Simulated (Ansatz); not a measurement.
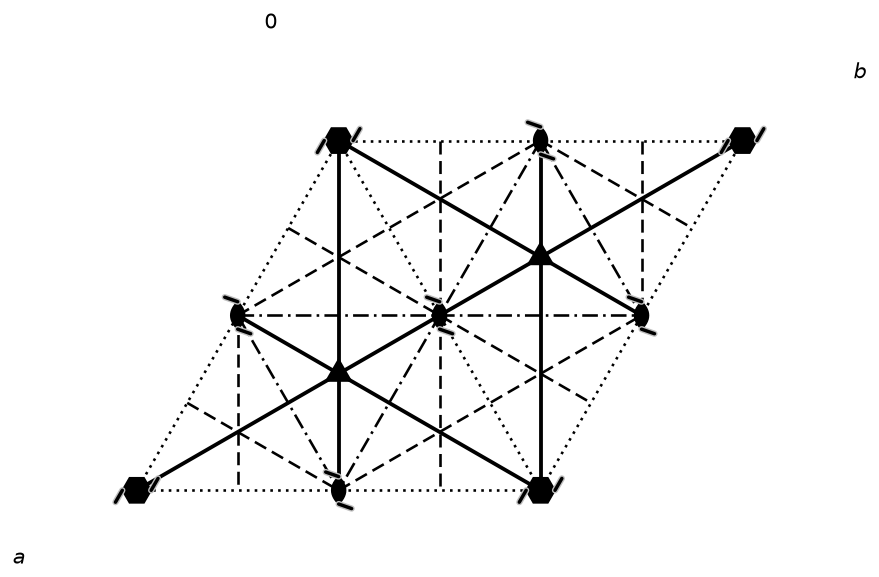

Symmetry elements of a space group, projected down c, computed from the operations of a computed or model structure of composition AlN, which need not be its known form.

Graphical symbols as in the International Tables (origin upper left, heights as fractions; handed screw axes are marked by their printed symbols).

Q: Give the Hermann–Mauguin symbol and number.

A: P6₃mc, No. 186; primitive hexagonal, point group 6mm, 12 general positions a cell.

Q: List the elements shown.

A: 6₃ axes along c at (0, 0); 3 axes along c at (1/3, 2/3), (2/3, 1/3); 2₁ axes along c at (0, 1/2), (1/2, 0), (1/2, 1/2); mirror planes holding c and [1 2 0] or [2 1 0] or [−1 1 0]; in-plane glide planes holding c and [1 2 0] or [2 1 0] or [−1 1 0]; c glide planes normal to a*, at x = 0; n glide planes normal to a*, at x = 1/2; c glide planes normal to b*, at y = 0; n glide planes normal to b*, at y = 1/2; c glide planes holding c and [1 1 0]; diagonal glide planes holding c and [1 1 0]. Heights repeat every half period; positions are (a, b) fractions, modulo 1.
